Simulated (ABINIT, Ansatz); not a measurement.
# How the form of the self-energy moves the gap of PbO (Massicot)

Wanted: the gap of PbO (Massicot) under several approximations, with cost.

Method: LDA and many-body steps on it, plane waves, in ABINIT 10.8.3.

**The experiments to reproduce.**

- Gap 2.5 eV: literature experimental band gap; bulk crystal (literature value for beta-PbO) (quoted in “X-ray spectroscopic study of amorphous and polycrystalline PbO films, α-PbO, and β-PbO for direct conversion imaging”, 2017, pmc:5640621).

Most raw output is cut from this account.

## 1. The structure

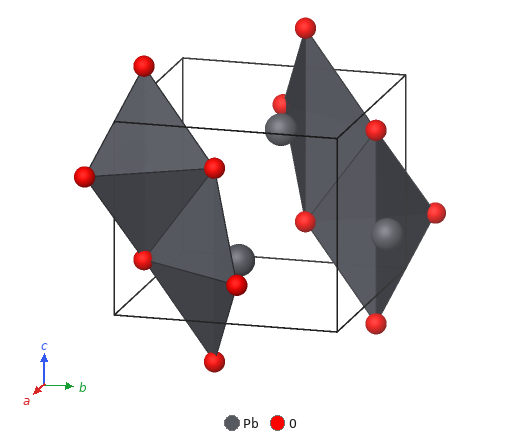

The starting structure, seen slightly off an axis (lead dark grey, oxygen red). Some periodic images of atoms are drawn too.

Coordinates:

```cif
data_structure
_symmetry_space_group_name_H-M 'P 1'
_symmetry_Int_Tables_number 1
_cell_length_a 5.8931
_cell_length_b 5.4904
_cell_length_c 4.7528
_cell_angle_alpha 90.000
_cell_angle_beta 90.000
_cell_angle_gamma 90.000
_cell_volume 153.78
loop_
_atom_site_label
_atom_site_type_symbol
_atom_site_fract_x
_atom_site_fract_y
_atom_site_fract_z
_atom_site_occupancy
Pb1 Pb 0.22970 0.98840 0.25000 1
Pb2 Pb 0.77030 0.01160 0.75000 1
Pb3 Pb 0.22970 0.51160 0.75000 1
Pb4 Pb 0.77030 0.48840 0.25000 1
O5 O 0.86530 0.09170 0.25000 1
O6 O 0.13470 0.90830 0.75000 1
O7 O 0.86530 0.40830 0.75000 1
O8 O 0.13470 0.59170 0.25000 1
```

The cell and positions come from the Crystallography Open Database and are kept as given unless a step says otherwise. Spin-orbit coupling is left out unless a step names it.

## 2. Empty states on the mesh, 2×2×4 mesh, 445 bands

This step: ABINIT 10.8.3; DFT, LDA, plane waves, norm-conserving pseudopotentials.

The sums over transitions need many empty states on a uniform mesh; this step solves for them.

run.abi

```
acell 3*1.0 Angstrom
rprim 
  5.893100000000 0.000000000000 0.000000000000
  0.000000000000 5.490400000000 0.000000000000
  0.000000000000 0.000000000000 4.752800000000
ntypat 2
znucl 82 8
natom 8
typat 1 1 1 1 2 2 2 2
xred 
  0.229700000000 0.988400000000 0.250000000000
  0.770300000000 0.011600000000 0.750000000000
  0.229700000000 0.511600000000 0.750000000000
  0.770300000000 0.488400000000 0.250000000000
  0.865300000000 0.091700000000 0.250000000000
  0.134700000000 0.908300000000 0.750000000000
  0.865300000000 0.408300000000 0.750000000000
  0.134700000000 0.591700000000 0.250000000000
pp_dirpath "pseudos"
pseudos "Pb.upf, O.upf"
ecut 42
ngkpt 2 2 4
nshiftk 1
shiftk 0 0 0
kptopt 1
chksymbreak 0
iscf -2
irdden 1
istwfk *1
nband 445
nbdbuf 40
tolwfr 1e-09
nstep 60
prtvol 0
indata_prefix "in"
outdata_prefix "out"
tmpdata_prefix "tmp"
```

The run is started by

```
> OMP_NUM_THREADS=1 mpirun -n 12 abinit run.abi > log
```

It took 6.1 min on 12 MPI ranks of Arm Neoverse V2, shared host; peak memory 2.5 GiB; 74 min of CPU time.

Numbers from this step:

* gap: 2.361 eV
* k of the valence top: 0.5, 0, 0
* k of the conduction bottom: 0.5, 0.5, 0.25
* least direct gap: 2.745 eV
* k points computed: 12
* lowest point of the top converged band, above the valence top: 90.7081 eV

On this mesh the gap is 2.361 eV.

The density comes from a self-consistent run that is not shown.

## 3. Screening, 2×2×4 mesh, 198 bands, screening to 114.3 eV

The RPA dielectric matrix is built and inverted for each q.

This step: RPA screening on LDA, plane waves, norm-conserving pseudopotentials.

Changes to run.abi since step 2:

```diff
@@ -26,10 +26,11 @@
 chksymbreak 0
-iscf -2
-irdden 1
 istwfk *1
-nband 445
-nbdbuf 40
-tolwfr 1e-09
-nstep 60
-prtvol 0
+occopt 1
+irdwfk 1
+optdriver 3
+nband 198
+ecuteps 4.2
+inclvkb 2
+awtr 1
+symchi 1
 indata_prefix "in"
```

The run is started by

```
> OMP_NUM_THREADS=1 mpirun -n 16 abinit run.abi > log
```

Elapsed: 2.9 min, on 16 MPI ranks; peak memory 18 GiB.

Numbers from this step:

```
ε∞ with local fields, on this mesh, along the program's q direction : 6.699
the same without local fields                                       : 7.537
plasma frequency                                                    : 31.69 eV
plane waves in the screening matrix                                 : 423
```

Local fields lower ε∞ by 11 %. On a Γ-centred mesh this coarse the value itself is usually too large, while a short band sum pulls it down.

## 4. G0W0, Godby-Needs plasmon pole

The self-energy is evaluated for the states that the input lists, and the levels follow from it, in one-shot runs by the linearised quasiparticle equation.

This step: G0W0 on LDA, plane waves, norm-conserving pseudopotentials.

Changes to run.abi since step 3:

```diff
@@ -29,8 +29,19 @@
 irdwfk 1
-optdriver 3
+optdriver 4
 nband 198
+gwcalctyp 0
+ecutsigx 42
+symsigma 1
+nkptgw 3
+kptgw 
+  0.5000000000 0.0000000000 0.0000000000
+  0.5000000000 0.5000000000 0.2500000000
+  0.0000000000 0.0000000000 0.0000000000
+bdgw 
+  55 58
+  55 58
+  55 58
 ecuteps 4.2
-inclvkb 2
-awtr 1
-symchi 1
+irdscr 1
+ppmodel 1
 indata_prefix "in"
```

It took 21 s on 16 MPI ranks; peak memory 6.8 GiB; 5.6 min of CPU time.

Numbers from this step:

```yaml
g0w0_gap_on_the_points_computed: 3.014 eV
starting_gap_on_the_mesh: 2.361 eV
k_of_the_valence_top: 0, 0, 0
k_of_the_conduction_bottom: 0.5, 0.5, 0.25
z_at_the_valence_top: 0.783
z_at_the_conduction_bottom: 0.832
least_direct_g0w0_gap_on_the_computed_points: 3.448 eV
```

The gap on the mesh goes from 2.36 eV to 3.01 eV, a correction of +0.65 eV.

## 5. G0W0, Hybertsen-Louie plasmon pole

Changes to run.abi since step 4:

```diff
@@ -45,3 +45,3 @@
 irdscr 1
-ppmodel 1
+ppmodel 2
 indata_prefix "in"
```

The job ended after 21 s (16 MPI ranks; peak memory 7.4 GiB; 5.7 min of CPU time).

Numbers from this step:

```
G0W0 gap on the points computed              : 3.079 eV
starting gap on the mesh                     : 2.361 eV
k of the valence top                         : 0, 0, 0
k of the conduction bottom                   : 0.5, 0.5, 0.25
Z at the valence top                         : 0.851
Z at the conduction bottom                   : 0.881
least direct G0W0 gap on the computed points : 3.520 eV
```

Against G0W0 in ABINIT (2×2×4 mesh, 198 bands, screening to 114.3 eV, Godby-Needs plasmon pole), the gap moves by +0.065 eV.

## 6. G0W0, Engel-Farid plasmon pole

Changes to run.abi since step 5:

```diff
@@ -45,3 +45,3 @@
 irdscr 1
-ppmodel 2
+ppmodel 4
 indata_prefix "in"
```

Run time: 16 s. Hardware: 16 MPI ranks; peak memory 6.4 GiB; 4.2 min of CPU time.

Numbers from this step:

| Item | Value |
| --- | --- |
| G0W0 gap on the points computed | 3.008 eV |
| starting gap on the mesh | 2.361 eV |
| k of the valence top | 0, 0, 0 |
| k of the conduction bottom | 0.5, 0.5, 0.25 |
| least direct G0W0 gap on the computed points | 3.456 eV |

Against G0W0 in ABINIT (2×2×4 mesh, 198 bands, screening to 114.3 eV, Godby-Needs plasmon pole), the gap moves by −0.006 eV.

## 7. One-shot Hartree-Fock

This step: one-shot Hartree-Fock on LDA, plane waves, norm-conserving pseudopotentials.

Changes to run.abi since step 6:

```diff
@@ -30,4 +30,4 @@
 optdriver 4
-nband 198
-gwcalctyp 0
+nband 60
+gwcalctyp 5
 ecutsigx 42
@@ -43,5 +43,4 @@
   55 58
-ecuteps 4.2
-irdscr 1
-ppmodel 4
+ixc_sigma 40
+fftgw 31
 indata_prefix "in"
```

Elapsed: 5.2 s, on 16 MPI ranks; peak memory 5.2 GiB; 81 s of CPU time.

Numbers from this step:

```
quasiparticle gap on the points computed              : 9.315 eV
starting gap on the mesh                              : 2.361 eV
k of the valence top                                  : 0, 0, 0
k of the conduction bottom                            : 0.5, 0.5, 0.25
least direct quasiparticle gap on the computed points : 9.698 eV
```

Against G0W0 in ABINIT (2×2×4 mesh, 198 bands, screening to 114.3 eV, Godby-Needs plasmon pole), the gap moves by +6.301 eV.

## 8. The runs together

Times are wall times on 16 MPI ranks of Arm Neoverse V2, shared host, good to a factor of about two. A run's time includes the screening step that it read.

| run | mesh | bands | screening cutoff (eV) | DFT gap (eV) | gap on the mesh (eV) | direct (eV) | ε∞ used | time |
| --- | --- | --- | --- | --- | --- | --- | --- | --- |
| G0W0, Godby-Needs plasmon pole | 2×2×4 | 198 | 114.3 | 2.361 | 3.014 | 3.448 | 6.70 | 3.3 min |
| G0W0, Hybertsen-Louie plasmon pole | 2×2×4 | 198 | 114.3 | 2.361 | 3.079 | 3.520 | 6.70 | 3.3 min |
| G0W0, Engel-Farid plasmon pole | 2×2×4 | 198 | 114.3 | 2.361 | 3.008 | 3.456 | 6.70 | 3.2 min |
| one-shot Hartree-Fock | 2×2×4 | - | - | 2.361 | 9.315 | 9.698 | - | 5.2 s |

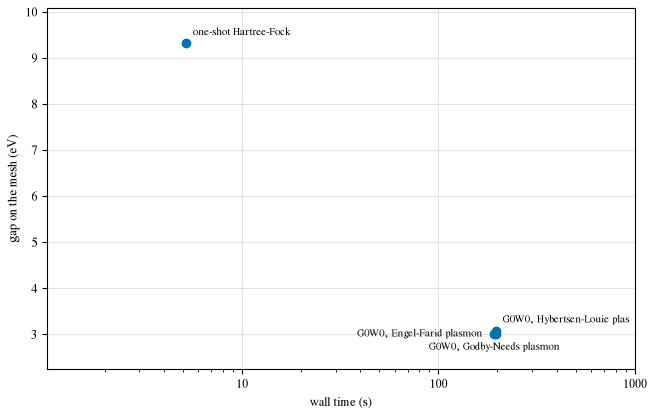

Result against wall time.

## 9. What came out

| Property | Result |
| --- | --- |
| G0W0, Godby-Needs plasmon pole | 3.014 eV |
| G0W0, Hybertsen-Louie plasmon pole | 3.079 eV |
| G0W0, Engel-Farid plasmon pole | 3.008 eV |
| one-shot Hartree-Fock | 9.315 eV |
| known limits | not at the basis limit; no spin-orbit coupling; coarse k mesh |

What this shows: G0W0, Hybertsen-Louie plasmon pole: +0.065 eV against G0W0, Godby-Needs plasmon pole. G0W0, Engel-Farid plasmon pole: −0.006 eV against G0W0, Godby-Needs plasmon pole. One-shot Hartree-Fock: +6.301 eV against G0W0, Godby-Needs plasmon pole. Bare exchange alone opens the gap to 9.32 eV; against G0W0, correlation takes back 6.30 eV. Against experiment, by G0W0, Godby-Needs plasmon pole: the gap of 3.01 eV lies +0.51 eV from the measured 2.5 eV (kind not stated, quoted 2017). These are gaps on the mesh, at modest bands and cutoff. The calculation has static nuclei and no excitons; a measured gap holds zero-point and thermal motion, which mostly lowers it. With atoms this heavy the missing spin-orbit coupling can matter too. Bands and cutoff are finite, so the gap is not at the basis limit. The miss can reach some tenths of an eV and take either sign; the mesh is an error of its own. In the G0W0 runs levels were corrected at 3 k points alone, so a gap called «on the mesh» is the least over those, and an edge elsewhere would be missed. A denser mesh or path gives a starting gap of 2.08 eV: the GW mesh misses a band edge, so its gaps are not the fundamental one. The 2×2×4 mesh is coarse for this cell, which bears on the long-range parts of exchange and screening. Where an edge is built on 6p states of lead, bismuth or thallium, scalar-relativistic gaps usually stand too wide, by a few tenths to over one eV.

[Paths, hosts, dates, memory and timing lines, banners, echoed tables and standing remarks are left out of the program output.]

[Logs are printed without paths, hosts, clocks, repeated set-up lines and the standing remarks that a program may print on its own settings, such as how far it seeks lower states.]

[Runs of the session that timed out or met a known fault of the program may be left out.]

[Hosts, paths, dates, database ids (printed as entryN), source tags and the programs' standing remarks are cut or masked in the printed files.]

[G0W0 gaps are taken among the corrected bands and points alone; a level outside them can change the order at an edge.]

[Where Ansatz stands beside ABINIT at settings called matched, ABINIT's density can come from a denser mesh and the files from another edition; pairs whose starting gaps differed by over 0.03 eV were left out, so agreement reads better than it is.]
